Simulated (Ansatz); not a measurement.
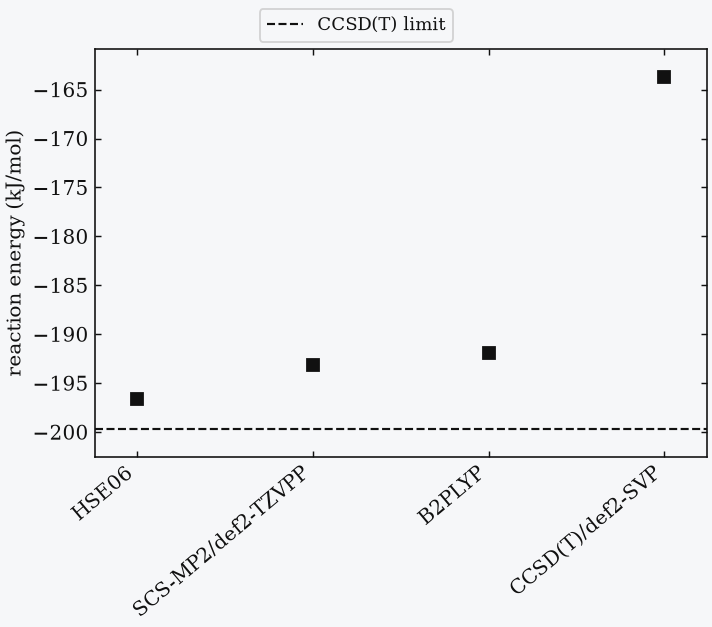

Electronic reaction energy of GeSiH₆ ([SiH3][GeH3]) + F ([F]) [doublet] → GeSiH₅ ([SiH2][GeH3]) [doublet] + HF (F) (SMILES in brackets) at several levels (functionals in def2-TZVPP unless a basis is named), isolated molecules at PBE0-D4 triple-zeta geometries, minima by their frequencies, no zero-point or thermal terms, the Ansatz code 0.2.0. The line is frozen-core CCSD(T) at the basis limit (MP2 extrapolated from triple and quadruple zeta, plus CCSD(T) less MP2 in a smaller set). B2PLYP holds a correlation term that converges slowly with the basis, so part of the distance to the limit is basis error. No dispersion term is added to B2PLYP. The distance of SCS-MP2/def2-TZVPP and CCSD(T)/def2-SVP to the limit includes basis error. The limit lies 11.1 kJ/mol from CCSD(T)/def2-TZVPP, so the line itself is uncertain by a part of that.

Question: What do zero-point energy and temperature add?

Answer: Zero-point change 0.2 kJ/mol; at 298.15 K and 1 bar the CCSD(T) limit plus thermal terms gives an enthalpy of reaction of −197.3 and a free energy of −204.9 kJ/mol (harmonic PBE0-D4 modes, ideal gas).

Question: Give the values.

Answer:
| level | kJ/mol | less CCSD(T) limit |
| --- | --- | --- |
| HSE06 | −196.6 | 3.1 |
| SCS-MP2/def2-TZVPP | −193.2 | 6.5 |
| B2PLYP | −191.9 | 7.8 |
| CCSD(T)/def2-SVP | −163.7 | 36.0 |
| CCSD(T) limit | −199.7 | 0.0 |

Known limits of this run: no scalar relativity up to krypton; outer-core shells are correlated without core-valence functions, which makes the correlated values less sure.
